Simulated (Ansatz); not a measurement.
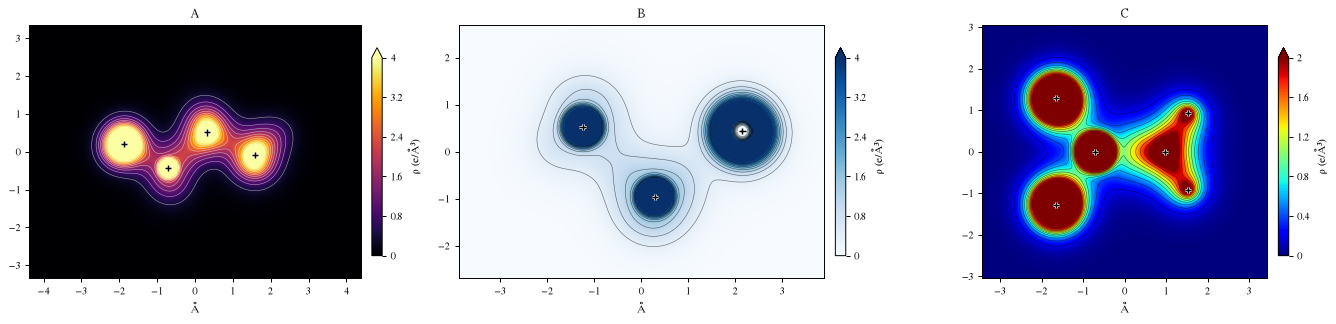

The electron density of 3 systems, each on a plane through atoms (crosses mark nuclei in the plane).

These are results of isolated molecule in a Gaussian basis; Kohn-Sham density functional theory, functional PBE0 in Ansatz, not measurements.

System 1: CH2F2Si, the molecular plane. Geometry: B3LYP/6-31G*.

```xyz
6

C    -1.5177    0.0420    0.7708
F    -2.9589   -1.7470    2.5858
F    -1.8028   -2.8662    0.5858
Si   -2.0696   -1.4602    1.2921
H    -0.9148    0.1348   -0.1249
H    -1.7551    0.9449    1.3211
```

System 2: AgH2PS (SMILES P[S][Ag]), the plane of atoms Ag1, S3 and P2. Geometry: r2SCAN-D4/def2-SVP; core potentials replace the inner electrons of Ag.

```
atom    x (Å)   y (Å)    z (Å)
  Ag  -3.4037  1.2669  -1.2507
   P  -1.7467  1.4995   1.7094
   S  -1.9183  0.0922   0.1072
   H  -0.3191  1.4868   1.8355
   H  -1.9123  0.5836   2.7993
```

System 3: CH4F2N2 (SMILES NNC(F)F), the plane of atoms C1, N5 and N4. Geometry: PBE0-D3(BJ)/def2-SVP.

```xyz
9

C     0.7127    0.8929   -1.4342
F     1.2868    1.4690   -2.5040
F     1.7298    0.6419   -0.5518
N    -1.0062    1.1801    0.1011
N    -0.2529    1.7633   -0.9108
H    -0.5795    1.2792    1.0223
H    -1.9380    1.5831    0.1162
H     0.1589    2.6748   -0.6987
H     0.2551   -0.0737   -1.6967
```

**Which map belongs to which system?**

Panel A is system 3, CH4F2N2: the plane holds C, F and N. C–F (1.34 Å): the density is about 2.3 e/Å³ at the midpoint. Panel B is system 2, AgH2PS: the plane holds Ag, P and S. P–S (2.14 Å): the density is about 0.86 e/Å³ at the midpoint. Panel C is system 1, CH2F2Si: the plane holds C, F, Si and H. Si–F (1.60 Å): the density is about 1.2 e/Å³ at the midpoint.
